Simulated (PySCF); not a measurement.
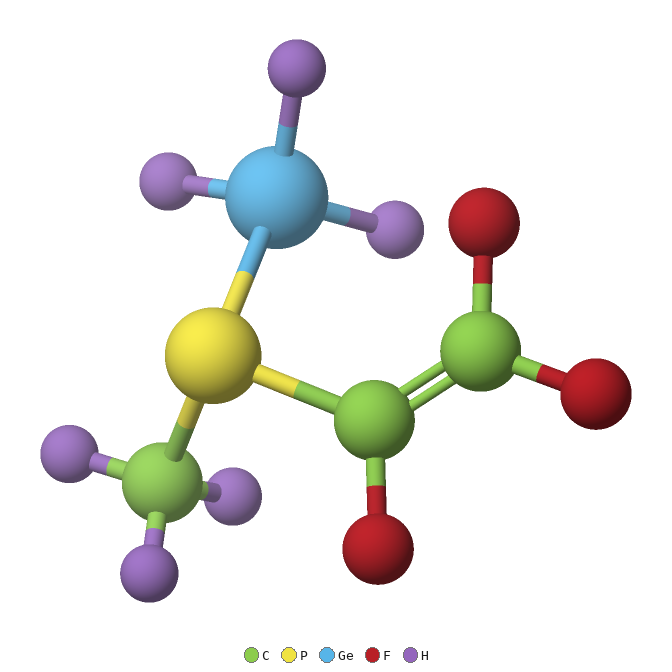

The picture shows a molecular structure as a ball-and-stick model. Multiple sticks mark multiple bonds (one Kekulé form).

Computed geometry: GFN2-xTB optimisation. No frequency run is at hand to confirm it as a minimum.

Give the formula.

Answer. C₃H₆F₃GeP, 14 atoms: 3 carbon, 6 hydrogen, 3 fluorine, 1 germanium and 1 phosphorus.

Which point group does it belong to?

Answer. C1.

How many bonds of each kind are drawn?

Answer. 3 C–F, 3 C–H, 3 Ge–H, 2 C–P, 1 Ge–P, 1 C–C.

Name functional groups in it.

Answer. Among them: alkene, C–F bond.

What is its SMILES?

Answer. C[P]([GeH3])C(F)=C(F)F

The parts below concern this one geometry. Atoms keep their numbers from picture to picture.

### Dipole moment

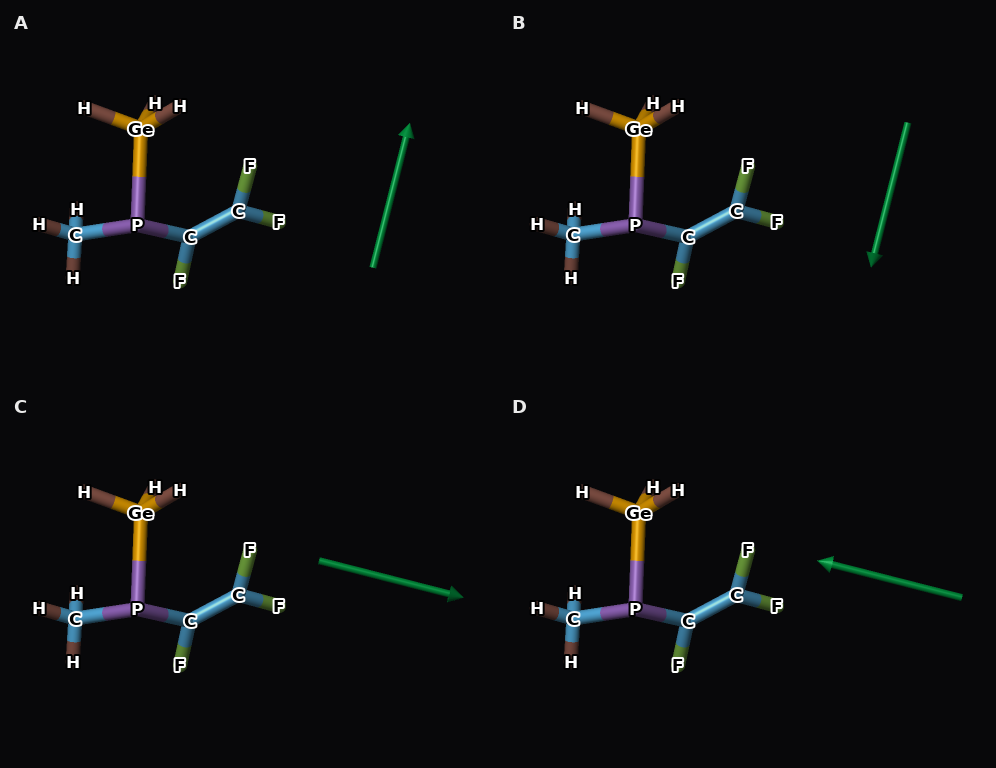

The same molecule four times, each with an arrow. No frequency run is at hand to confirm it as a minimum. Method: B3LYP/def2-SVPD, gas phase (PySCF 2.14.0).

Which arrow points along the dipole moment, from the negative to the positive end?

Answer. D. The dipole moment is 1.75 D.

### Excitation

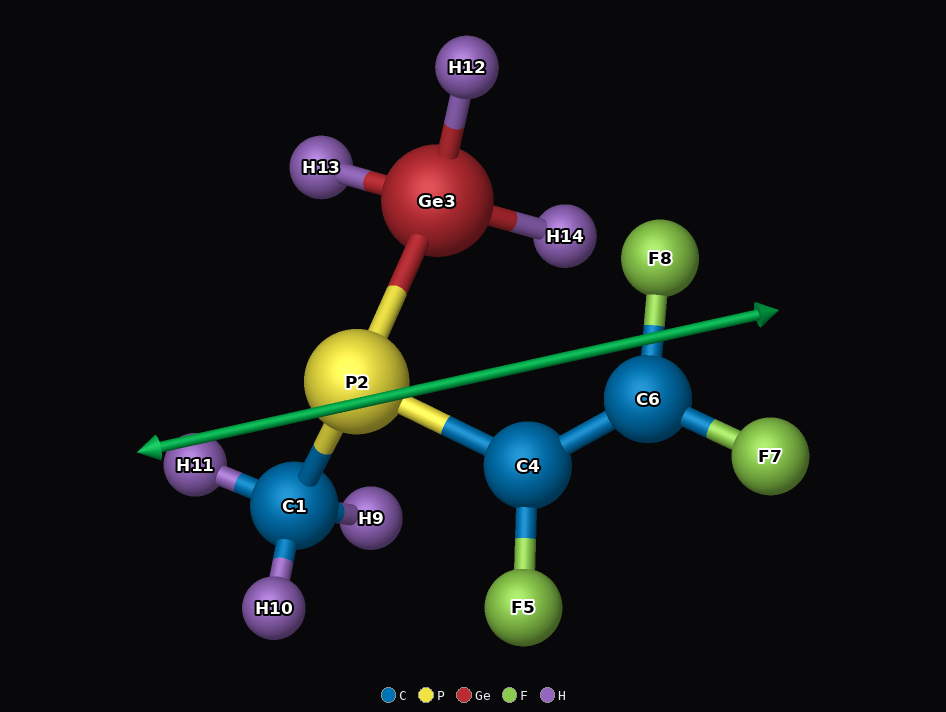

The double arrow shows the direction of the transition dipole to excited singlet state 5 (its length means nothing). No frequency run is at hand to confirm it as a minimum. Method: TDDFT B3LYP/def2-SVPD, vertical, gas phase, core orbitals frozen in the response (PySCF 2.14.0).

Give its energy, strength and character.

Answer. 6.30 eV (197 nm), oscillator strength 0.10, of mixed character, with the largest part HOMO → LUMO+5 (weight 0.37); transition dipole 2.07 D.

### Polarisability

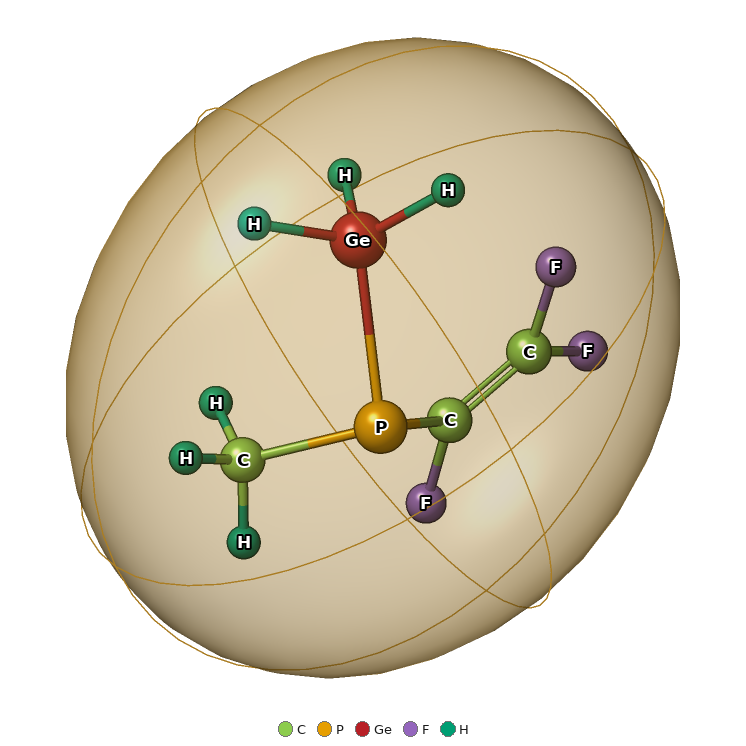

The ellipsoid shows the static dipole polarisability: its half-axes are proportional to the principal values. No frequency run is at hand to confirm it as a minimum. Computed with B3LYP/def2-SVPD (PySCF 2.14.0).

Give the principal values, the mean and the anisotropy.

Answer. Principal values 77.7, 106.3, 110.1 bohr³; mean 98.0 bohr³ (14.52 Å³); anisotropy 30.7 bohr³, so the longest axis is 1.42 times the shortest.

The geometry is semi-empirical. Around Ge, P such bond lengths and angles can be off by a tenth of an ångström or more and by several degrees, and values that hang on the shape move with them.
